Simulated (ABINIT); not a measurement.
Band structure of Sr (Fm-3m, 1 atom in the cell).

```
Sr
1.0
    0.00000     3.03361     3.03361
    3.03361     0.00000     3.03361
    3.03361     3.03361     0.00000
Sr
1
Cartesian
  0.00000   0.00000   0.00000
```

Method of the run: PBE, norm-conserving pseudopotentials (PseudoDojo nc-sr-05 PBE standard) (plane waves; ABINIT).

Settings: pseudos = [Sr.upf]; ecut = 925 eV; occopt = 3; tsmear = 0.00367493 Ha; ngkpt = 8 8 8; nshiftk = 1; shiftk = 0 0 0; potentials = PseudoDojo nc-sr-05 PBE standard; kptopt = 1; nstep = 50; tolvrs1 = 1e-10; ndtset = 2; getden2 = 1.

The starting cell comes from a database of computed structures (which also holds hypothetical and non-ambient phases and stackings), without a prior relaxation at this level.

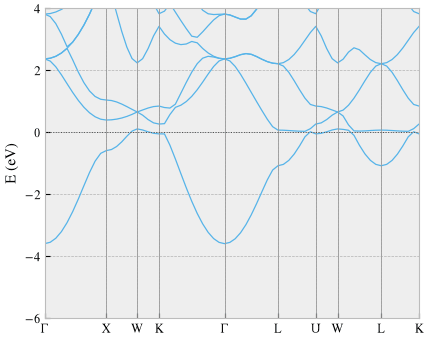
Bands along the path, energies from the Fermi level.

Levels in eV from the Fermi level, bands 2 to 9:
```csv
point,2,3,4,5,6,7,8,9
Γ,-18.48,-18.48,-18.48,-3.59,2.37,2.37,2.37,3.82
X,-18.66,-18.55,-18.55,-0.58,0.40,1.05,4.85,5.14
W,-18.60,-18.60,-18.55,0.11,0.66,0.66,2.25,5.14
K,-18.63,-18.59,-18.54,-0.05,0.27,0.85,3.42,3.83
L,-18.67,-18.51,-18.51,-1.07,0.08,2.22,2.22,4.84
U,-18.63,-18.59,-18.54,-0.05,0.27,0.85,3.42,3.83
```

Bands cross the Fermi level along this path, so the cell is metallic at this level.
